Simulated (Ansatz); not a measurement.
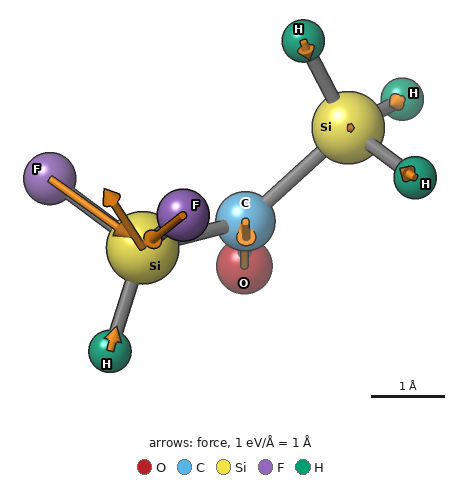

Starting geometry of CH4F2OSi2 with the computed forces as orange arrows. The picture is a ball-and-stick view, seen from a free direction.

The start comes from PBE-D4/def2-SVP.

Theory: RKS PBE0-D4/def2-TZVP in Ansatz 0.2.0.

Input file:
```yaml
crystal:
  periodic: [false, false, false]
  atoms:
    - {symbol: O, position_ang: [-1.343748, -1.344056, 0.804794]}
    - {symbol: C, position_ang: [-0.546435, -0.557008, 0.305959]}
    - {symbol: Si, position_ang: [0.171109, -0.797059, -1.504652]}
    - {symbol: Si, position_ang: [0.043598, 0.946335, 1.385598]}
    - {symbol: F, position_ang: [1.469614, 1.451214, 0.767800]}
    - {symbol: F, position_ang: [-1.022565, 2.166739, 1.208570]}
    - {symbol: H, position_ang: [0.230450, 0.540356, -2.190008]}
    - {symbol: H, position_ang: [-0.680878, -1.769873, -2.265661]}
    - {symbol: H, position_ang: [1.572088, -1.325669, -1.349641]}
    - {symbol: H, position_ang: [0.189868, 0.637920, 2.840241]}
basis:
  gaussian: {orbitals: def2-TZVP}
hamiltonian: {xc: pbe0, dispersion: d4}
relax: {f_tol: 0.005, max_steps: 150}
```

Command:
```bash
ansatz run in.yaml --threads 4 --pin off --events-out ev --progress --plain --max-ram 10444MiB
```

> Is this structure relaxed? If not, where do the atoms go?

It isn't relaxed: the largest force vector, on F atoms, is 1.44 eV/Å. The final displacements have little in common with the starting forces (cosine between the two patterns 0.17). Over 19 geometry steps the energy falls by 10.0 kJ/mol. The largest force component goes from 1.2 to 0.003 eV/Å. The largest move after the best rigid fit is that of F5, 0.32 Å. Largest moves by element: F 0.32 Å, H 0.28 Å, O 0.21 Å, C 0.11 Å, Si 0.05 Å. Some distances before and after: Si4–F5 1.634 → 1.589 Å, C2–Si3 1.962 → 1.939 Å, C2–Si4 1.943 → 1.922 Å, Si4–H10 1.494 → 1.474 Å. Among the angles between lasting bonds that change: Si3–C2–Si4 119.8° → 123.1°.
